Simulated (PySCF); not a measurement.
C$_{2}$H$_{9}$NSi$_{2}$ (SMILES C=C[SiH2][SiH2]N)

```xyz
14

C    -2.3587   -0.2954   -0.6070
C    -1.9599    0.0273    0.6606
Si   -0.2987    0.7349    1.0369
Si    1.2812   -0.4670    0.0067
N     2.8374   -0.5776    0.8335
H    -3.3405   -0.5576   -0.9297
H    -1.7329   -0.4171   -1.4359
H    -2.6993   -0.0783    1.5044
H     0.0142    1.2729    2.3687
H    -0.5695    2.1372    0.3834
H     1.1725   -1.8330   -0.4646
H     1.6847    0.5098   -1.0502
H     3.1316   -0.0392    1.6103
H     3.6647   -0.6122    0.2651
```

Geometry: GFN2-xTB, MD frame at 250 fs, 300 K.

All numbers below come from PBE0/pcSseg-1, SCF density, gas phase, non-relativistic (PySCF).

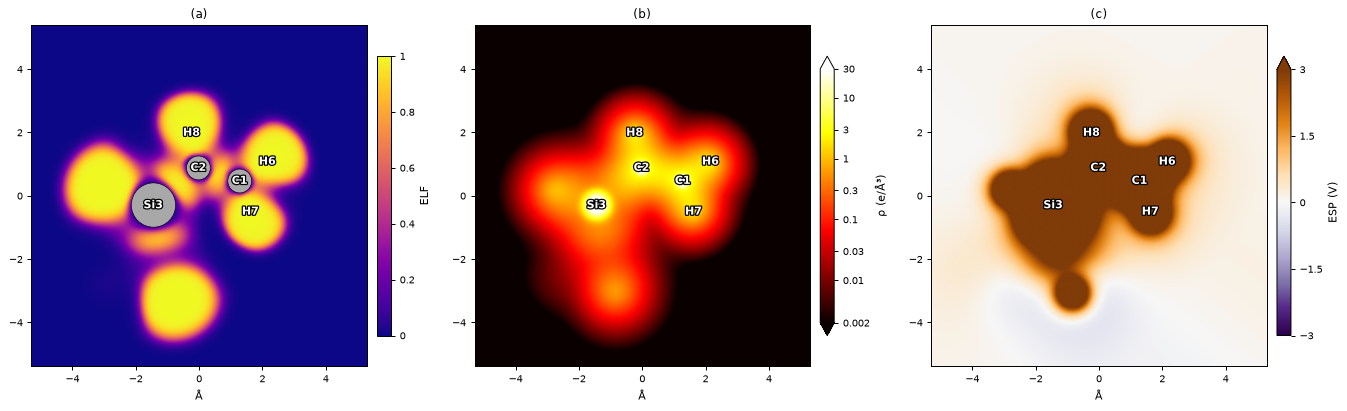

Figure 1. (a) electron localisation function; (b) electron density; (c) molecular electrostatic potential on the plane of atoms C1, C2 and H8. Grey discs cover the atomic cores in the ELF map.

Question: What do the fields say about this system?

Answer: Atoms in the plane: C, Si and H. C–C (1.37 Å): the density is about 2.1 e/Å³ at the midpoint; the ELF peaks at about 0.95 between the atoms; a covalent bond. C–Si (1.84 Å): ρ is about 0.97 e/Å³ halfway; the ELF peaks at about 0.95 between the atoms; a covalent bond. C–H (1.05 Å): ρ at the midpoint is about 2.2 e/Å³; the ELF climbs to about 1 towards the hydrogen, as it does in any bond to H: a covalent bond by its length. Outside the dense part of the molecule the potential is most negative (−0.4 V) near H12, which lies off the plane.

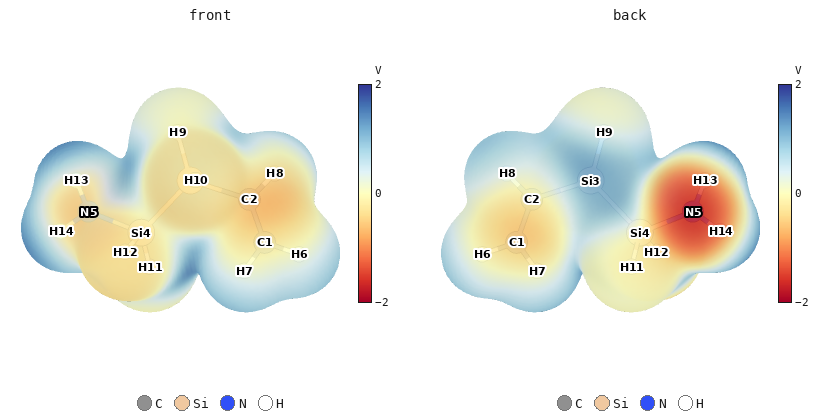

Figure 2. The molecular electrostatic potential painted on the density surface at 0.002 e/bohr³, seen from the front and from behind; red is negative and blue positive.

Question: Where is the surface potential most negative and most positive?

Answer: The most negative region (about −1.6 V, or −37 kcal/mol for a unit charge) lies over N5, the most positive (about +1.4 V, or +32 kcal/mol for a unit charge) over Si4, H13 and H14. N5 is the likeliest acceptor of a hydrogen bond.

Question: What dipole moment does the calculation give?

Answer: Its dipole moment is 0.25 D.
